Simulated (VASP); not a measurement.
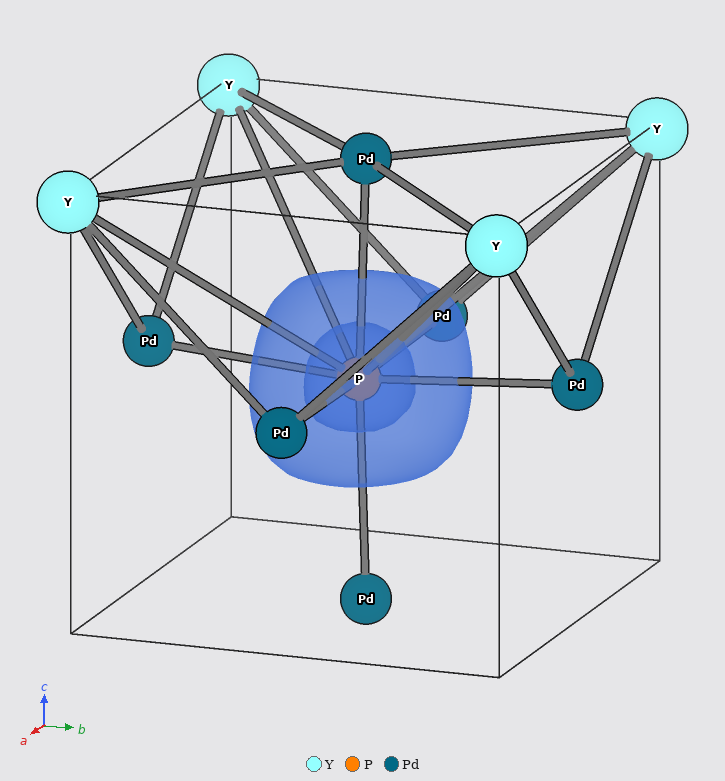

Figure. YPPd3. Isosurface of the ELF at 0.55 (blue), seen slightly off an axis. Only the valence region is drawn (cores and ρ < 0.01 e/Å³ removed). Sticks mark near contacts.

Space group P1; a structure from a database of computed crystals, not necessarily the ambient phase; a generated structure, not necessarily the stable one; changed on purpose from its base cell (atoms moved at random by about 0.1 A); not relaxed (largest force 1.7 eV/Å); computed pressure about 29 GPa in this cell.

These are results of VASP, Kohn-Sham DFT of a periodic cell, RPBE with D3(BJ), VASP PAW PBE potentials, minimal, not measurements.

Question: Where are the electrons localised?

Answer: The ELF exceeds this value in one region wrapped around P (its valence shell), counted in one cell of 5 atoms. Any copies at cell faces, edges or corners count once.

Values along the shortest contacts:
P–Pd (2.04 Å): the ELF peaks at about 0.70 in the valence shell of P, 0.7 Å from its nucleus, and is about 0.50 at the midpoint. Y–Pd (2.76 Å): the ELF is about 0.20 at the midpoint (no localised pair shows between them).
